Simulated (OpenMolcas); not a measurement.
# AlH₂O₂: excited-state calculation (part 1 of 3)

- system: AlH₂O₂, multiplicity 2, SMILES [OH][Al][OH]
- method: NEVPT2/ANO-RCC-VDZP, DKH2 (OpenMolcas 26.06)

The geometry comes from this level: PBE0-D4/def2-TZVP.

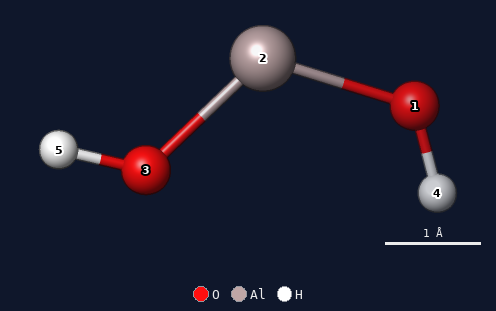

Fig. 1: The structure as given in the input (ball-and-stick view, seen at a tilt; atoms are numbered from 1 in the order of the input). Sticks mark near contacts. Bond lengths as drawn: Al–O 1.70 Å and H–O 0.96 Å.

Input
```
&GATEWAY
Coord
5
angstrom
O       -1.573500      -0.324600      -0.237500
Al       0.018500      -0.825100       0.065000
O        1.249400       0.348300       0.160000
H       -1.809700       0.595800      -0.359200
H        2.165100       0.131800       0.330400
Basis=ANO-RCC-VDZP
Group=NoSym
&SEWARD
&RASSCF
FileOrb=$CurrDir/step2.RasOrb
Spin=2
Nactel=5 0 0
Inactive=13
Ras2=4
CIRoot=3 3 1
OrbListing=Nothing
&CASPT2
PC-NEVPT2
Multistate=all
```

Machine: 1 thread of Intel Xeon @ 2.50GHz (Skylake/Cascade Lake), 16 GiB of memory available, shared host.

Launched with:
```bash
export MOLCAS_MEM=1860
pymolcas step3.inp > step3.log
```

The program's output
```
--- Start Module: gateway ---

                                              &GATEWAY

                       available to each process: 1.9 GB of memory, 1 thread

++    Symmetry information:
      ---------------------

                    Character Table for C1

                             E
                    a        1  x, y, xy, Rz, z, xz, Ry, yz, Rx, I
--

++    Basis set information:
      ----------------------

      Basis set label: O.ANO-RCC...3S2P1D.

      Electronic valence basis set:
      ------------------
      Associated Effective Charge   8.000000 au
      Associated Actual Charge      8.000000 au
      Nuclear Model: Point charge

      Shell  nPrim  nBasis  Cartesian Spherical Contaminant
         s      14       3        X
         p       9       2        X
         d       4       1                 X

      Basis set label: AL.ANO-RCC...4S3P1D.

      Electronic valence basis set:
      ------------------
      Associated Effective Charge  13.000000 au
      Associated Actual Charge     13.000000 au
      Nuclear Model: Point charge

      Shell  nPrim  nBasis  Cartesian Spherical Contaminant
         s      17       4        X
         p      12       3        X
         d       5       1                 X

      Basis set label: O.ANO-RCC...3S2P1D.

      Electronic valence basis set:
      ------------------
      Associated Effective Charge   8.000000 au
      Associated Actual Charge      8.000000 au
      Nuclear Model: Point charge

      Shell  nPrim  nBasis  Cartesian Spherical Contaminant
         s      14       3        X
         p       9       2        X
         d       4       1                 X

      Basis set label: H.ANO-RCC...2S1P.

      Electronic valence basis set:
      ------------------
      Associated Effective Charge   1.000000 au
      Associated Actual Charge      1.000000 au
      Nuclear Model: Point charge

      Shell  nPrim  nBasis  Cartesian Spherical Contaminant
         s       8       2        X
         p       4       1        X
--

++    Molecular structure info:
      -------------------------

                    ************************************************
                    **** Cartesian Coordinates / bohr, angstrom ****
                    ************************************************

     Center  Label                x              y              z                     x              y              z
        1      O1              -2.973484      -0.613405      -0.448810             -1.573500      -0.324600      -0.237500
        2      AL2              0.034960      -1.559213       0.122832              0.018500      -0.825100       0.065000
        3      O3               2.361024       0.658192       0.302356              1.249400       0.348300       0.160000
        4      H4              -3.419837       1.125899      -0.678790             -1.809700       0.595800      -0.359200
        5      H5               4.091446       0.249066       0.624366              2.165100       0.131800       0.330400

                    ***************************************
                    *    InterNuclear Distances / bohr    *
                    ***************************************

               1 O1            2 AL2           3 O3            4 H4            5 H5
    1 O1       0.000000
    2 AL2      3.205006        0.000000
    3 O3       5.535177        3.218647        0.000000
    4 H4       1.810331        4.448376        5.882155        0.000000
    5 H5       7.197833        4.469506        1.807051        7.673749        0.000000

                    *******************************************
                    *    InterNuclear Distances / angstrom    *
                    *******************************************

               1 O1            2 AL2           3 O3            4 H4            5 H5
    1 O1       0.000000
    2 AL2      1.696016        0.000000
    3 O3       2.929089        1.703234        0.000000
    4 H4       0.957986        2.353979        3.112703        0.000000
    5 H5       3.808929        2.365161        0.956250        4.060773        0.000000
--

            Nuclear Potential Energy             93.60237057 au

--- Stop Module: gateway /rc=_RC_ALL_IS_WELL_ ---

--- Start Module: seward ---

                                              &SEWARD

                       available to each process: 1.9 GB of memory, 1 thread

               SEWARD will generate:
                  Multipole Moment integrals up to order  2
                  Kinetic Energy integrals
                  Nuclear Attraction integrals (point charge)
                  One-Electron Hamiltonian integrals
                  Velocity integrals
                  Relativistic Douglas-Kroll-Hess integrals:
                    - Parametrization         : EXP
                    - DKH order of Hamiltonian: 2
                    - DKH order of Properties : 0
                         - multipole moment operators
                         - electric potential operators
                         - contact operators
                  Orbital angular momentum around ( -0.1341  -0.6554   0.0150 )
                  Velocity quadrupole around ( -0.1341  -0.6554   0.0150 )
                  Atomic mean-field integrals
                  Two-Electron Repulsion integrals

                   Integrals are discarded if absolute value <: 1.00E-14
                   Integral cutoff threshold is set to       <: 1.00E-16

            Nuclear Potential Energy             93.60237057 au

      Basis set specifications :
      Symmetry species         a
      Basis functions           56

--- Stop Module: seward /rc=_RC_ALL_IS_WELL_ ---
--- Module seward spent 4 seconds ---

--- Start Module: rasscf ---

                                              &RASSCF

                       available to each process: 1.9 GB of memory, 1 thread

      Header of the ONEINT file:
      --------------------------

      OrdInt status: non-squared

      Cartesian coordinates in angstrom:
      -----------------------------------------------------
      No.  Label        X            Y            Z
      -----------------------------------------------------
       1   O1        -1.57350000  -0.32460000  -0.23750000
       2   AL2        0.01850000  -0.82510000   0.06500000
       3   O3         1.24940000   0.34830000   0.16000000
       4   H4        -1.80970000   0.59580000  -0.35920000
       5   H5         2.16510000   0.13180000   0.33040000
      -----------------------------------------------------
      Nuclear repulsion energy =   93.60237057

++    Wave function specifications:
      -----------------------------

      Number of closed shell electrons          26
      Number of electrons in active shells       5
      Max number of holes in RAS1 space          0
      Max nr of electrons in RAS3 space          0
      Number of inactive orbitals               13
      Number of active orbitals                  4
      Number of secondary orbitals              39
      Spin quantum number                      0.5
      State symmetry                             1
--

++    Orbital specifications:
      -----------------------

      Symmetry species                           1
                                                 a
      Frozen orbitals                            0
      Inactive orbitals                         13
      Active orbitals                            4
      RAS1 orbitals                              0
      RAS2 orbitals                              4
      RAS3 orbitals                              0
      Secondary orbitals                        39
      Deleted orbitals                           0
      Number of basis functions                 56
--

++    CI expansion specifications:
      ----------------------------

      Number of CSFs                            20
      Number of determinants                    24
      Number of root(s) required                 3
      Root chosen for geometry opt.              3
      CI roots used                              1     2     3
      weights                                0.333 0.333 0.333
      highest root included in the CI            3
      max. size of the explicit Hamiltonian     20
--

++    Optimization specifications:
      ----------------------------

      RASSCF algorithm: Conventional
      Maximum number of macro iterations       200
      Maximum number of SX iterations          100
      Threshold for RASSCF energy            1.000E-08
      Threshold for max MO rotation          1.000E-01
      Threshold for max BLB element          1.000E-04
      Level shift parameter                  5.000E-01
      Make Quasi-Newton update
--

      The MO-coefficients are taken from the file:
      step2.RasOrb
      Title: RASSCF average (pseudo-natural) orbitals

      Total molecular charge    0.00

      ************************************************************************************************************************
      *                                            Wave function control section                                             *
      ************************************************************************************************************************

                                         RASSCF iterations: Energy and convergence statistics
                                         ----------------------------------------------------

          iter iter root      energy       change     param      element    value   shift minimum  type update hh:mm:ss
 Nr of preliminary CI iterations:   1
        1   1    3    0  -393.36162459    0.00E+00   1.63E-05   10  25 1 -7.27E-06   0.37   0.00    SX    NO    0:00:00
        2   1    3    0  -393.36162460   -2.09E-10   1.21E-05   10  16 1 -2.21E-06   0.37   0.00    SX    NO    0:00:00
        3   1    3    0  -393.36162460   -6.38E-11   8.77E-06   10  25 1 -2.10E-06   0.37   0.00    SX    NO    0:00:00
        4   1    3    0  -393.36162460   -3.33E-11   6.57E-06   10  16 1 -1.31E-06   0.37   0.00    SX    NO    0:00:00
      Convergence after  4 iterations
        5   1    3    0  -393.36162460   -1.43E-11   6.57E-06   10  16 1 -9.84E-07   0.37   0.00    SX    NO    0:00:00

      ************************************************************************************************************************
                                                      Wave function printout:
                       occupation of active orbitals, and spin coupling of open shells (u,d: Spin up or down)
      ************************************************************************************************************************

      Note: transformation to natural orbitals
      has been made, which may change the order of the CSFs.

      printout of CI-coefficients larger than  0.05 for root  1
      energy=    -393.462100
      conf/sym  1111     Coeff  Weight
             1  22u0  -0.98764 0.97543
             4  2udu   0.09738 0.00948
             5  2uud  -0.05169 0.00267
            13  ud2u  -0.05847 0.00342
            17  uu2d  -0.05563 0.00309

      printout of CI-coefficients larger than  0.05 for root  2
      energy=    -393.329015
      conf/sym  1111     Coeff  Weight
             2  220u   0.91536 0.83788
             3  2u20  -0.33733 0.11379
             6  2u02   0.06796 0.00462
             9  u2ud  -0.14367 0.02064
            14  udu2  -0.06216 0.00386
            15  022u  -0.10445 0.01091
            18  uud2   0.06423 0.00412

      printout of CI-coefficients larger than  0.05 for root  3
      energy=    -393.293759
      conf/sym  1111     Coeff  Weight
             2  220u  -0.33646 0.11321
             3  2u20  -0.89796 0.80634
             6  2u02   0.21046 0.04429
             8  u2du  -0.09908 0.00982
             9  u2ud   0.06691 0.00448
            11  202u  -0.11074 0.01226
            15  022u   0.07217 0.00521
            18  uud2   0.06075 0.00369

      Natural orbitals and occupation numbers for root  1
      sym 1:   1.990766   1.985351   1.003561   0.020322

      Natural orbitals and occupation numbers for root  2
      sym 1:   1.947195   1.869537   0.285014   0.898254

      Natural orbitals and occupation numbers for root  3
      sym 1:   1.971698   1.149963   1.665502   0.212837

      ************************************************************************************************************************
      *                                                    Final results                                                     *
      ************************************************************************************************************************

++    Final optimization conditions:
      ------------------------------

      Average CI energy                            -393.36162460
      RASSCF energy for state  3                   -393.29375902
      Super-CI energy                                -0.00000000
      RASSCF energy change                           -0.00000000
      Max change in MO coefficients               6.062E-06
      Max non-diagonal density matrix element     6.573E-06
      Maximum BLB matrix element                 -9.839E-07
      (orbital pair  10,  16 in symmetry   1)
      Norm of electronic gradient            2.222E-01
--

      Final state energy(ies):
      ------------------------

::    RASSCF root number  1 Total energy:   -393.46210001
::    RASSCF root number  2 Total energy:   -393.32901476
::    RASSCF root number  3 Total energy:   -393.29375902
      Von Neumann Entropy (Root   1) =  0.58366
```
